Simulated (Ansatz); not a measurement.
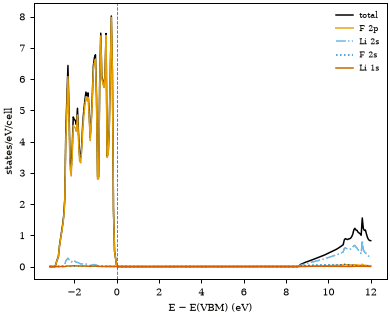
Fig. 1. Total and projected density of states of LiF in space group P6_3/mmc (No. 194; Li on 2c, F on 2d), the program Ansatz at the r²SCAN+D4 level (PAW)

Question: Which orbitals carry the states next to the gap?

Answer: Top 1 eV of the valence band: F 2p 99 %. Bottom 1 eV of the conduction band: Li 2s 66 %, F 2s 20 %, Li 1s 5 %. Projections are on Löwdin-orthogonalised atomic valence shells; empty p or d shells of many metals are not among them.

The start of the workflow was typed in or built on a structure type; neither database checked (COD, Materials Project) lists it. It is not the phase usual at ambient conditions (space group No. 225). Symmetry was held in the r²SCAN+D4 relaxation; whether a distortion lowers the energy is not shown. The volume moved by -42 % from the start of the relaxation.

Potentials: the later of the program's two PAW sets.
